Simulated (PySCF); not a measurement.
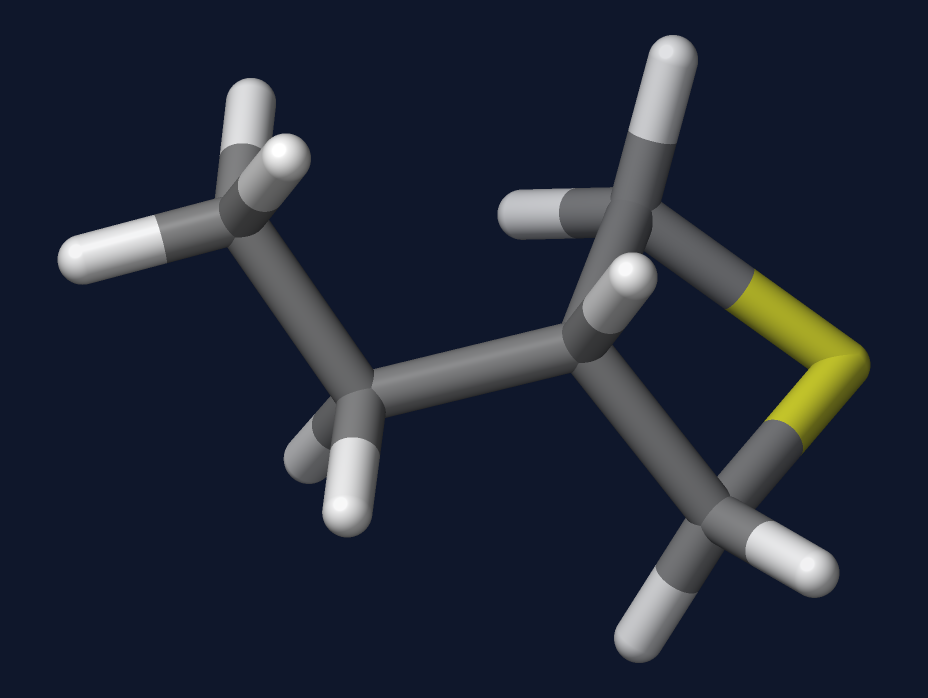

The picture shows a molecular structure as a stick model. Every bond is drawn as one stick, whatever its order. Colours: carbon grey, sulfur yellow, hydrogen white.

Computed geometry: GFN2-xTB optimisation. No frequency run is at hand to confirm it as a minimum.

What does the picture show?

The molecule is C5H10S. As SMILES it reads `CCC1CSC1`. Independent rings (smallest set): 1 of 4 members. Among its groups: thioether. The point group is C1. Coordination, clear cases only: 2 C tetrahedral; 1 S bent.

More results for the same structure follow; atom numbers are the same in all pictures, views and colours differ.

Geometry

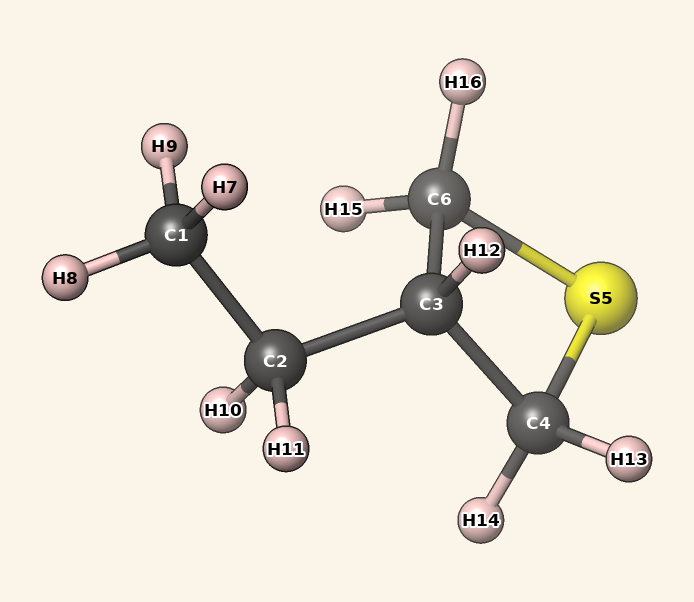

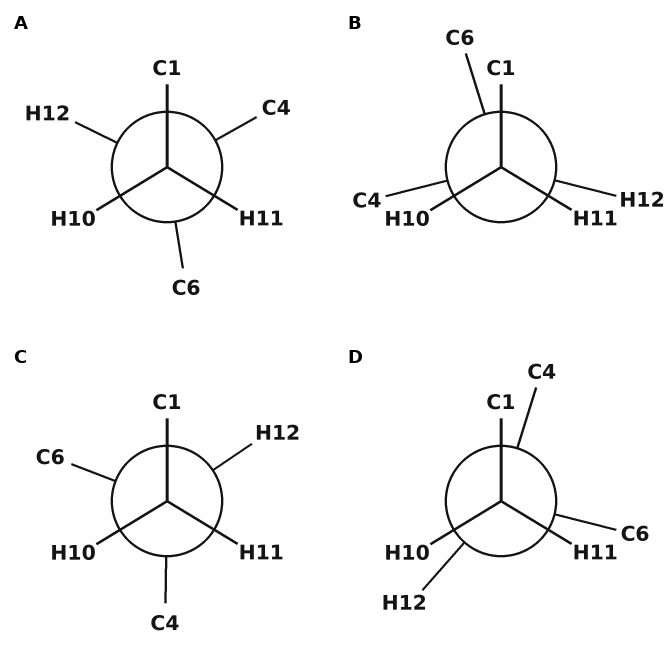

Atoms fade into the background with distance from the viewer. Bonds that would overlap in a projection are set slightly apart. No frequency run is at hand to confirm it as a minimum.

**Which Newman projection shows the view along C2–C3, with C2 in front?**

C. The torsion angle C1–C2–C3–C4 is −179°, antiperiplanar (anti).

Bond orders

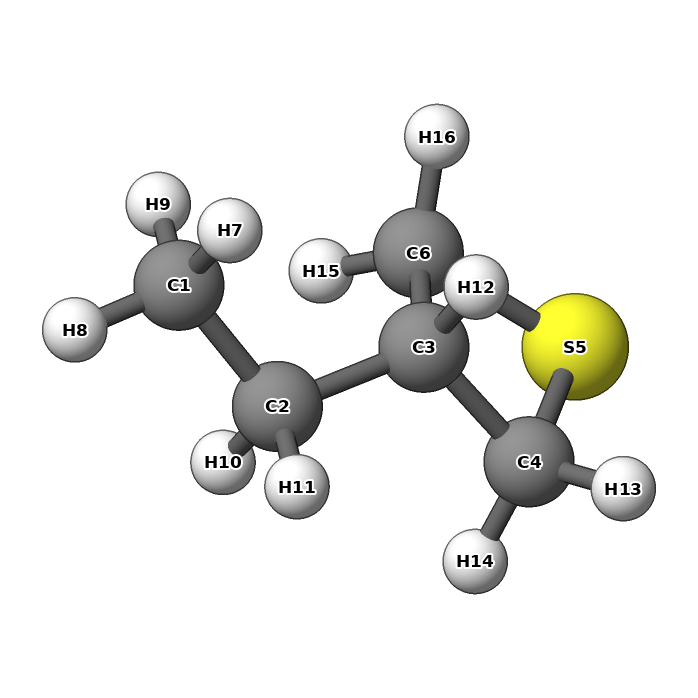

The thickness of each stick grows with its Mayer bond order. No frequency run is at hand to confirm it as a minimum. Computed with PBE0/pcSseg-1 (PySCF 2.14.0).

List the Mayer bond orders of C1–C2, C2–C3, C3–C4, C3–C6, C4–S5, S5–C6 (bonds between heavy atoms, one of each equivalent set).

| bond | Mayer order | length (Å) |
| --- | --- | --- |
| C1–C2 | 1.06 | 1.524 |
| C2–C3 | 1.00 | 1.523 |
| C3–C4 | 0.99 | 1.533 |
| C3–C6 | 0.98 | 1.534 |
| C4–S5 | 1.01 | 1.831 |
| S5–C6 | 1.01 | 1.831 |

Electronic properties

No frequency run is at hand to confirm it as a minimum. Method: PBE0/def2-SVPD, gas phase (PySCF 2.14.0). Excitations: vertical, linear response.

Computed properties:

- dipole moment: 2.27 D
- HOMO energy (Kohn–Sham orbital): −6.23 eV
- LUMO energy (Kohn–Sham orbital): 0.07 eV
- HOMO–LUMO gap: 6.30 eV
- mean static polarisability: 78.2 bohr³
- lowest vertical singlet excitation: 4.62 eV
- its oscillator strength: 0.000
- brightest of the 6 lowest singlets: 6.27 eV
- its oscillator strength: 0.03

NMR shielding

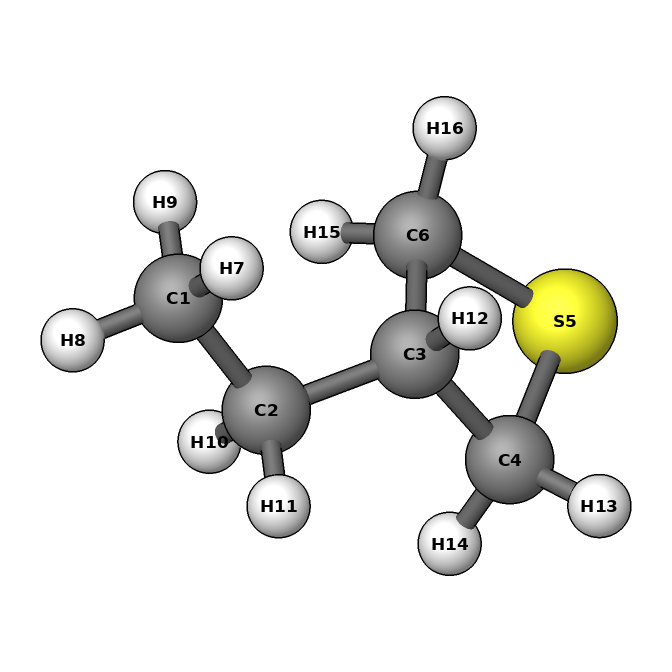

No frequency run is at hand to confirm it as a minimum. Method: GIAO PBE0/pcSseg-1 NMR shielding, non-relativistic, gas phase (PySCF 2.14.0). Principal shieldings σ11 ≤ σ22 ≤ σ33, span Ω = σ33 − σ11, skew κ = 3(σiso − σ22)/Ω.

Give the shielding tensors of the C atoms.

```tsv
atom	σ11	σ22	σ33	σiso	Ω	κ
C1	160.3	175.3	188.0	174.5	27.8	−0.09
C2	138.3	145.2	170.5	151.3	32.2	0.57
C3	121.8	148.3	164.1	144.8	42.3	−0.25
C4	136.1	137.7	179.0	150.9	42.9	0.93
C6	135.1	139.7	177.1	150.6	42.0	0.78
```

Shieldings and span in ppm.
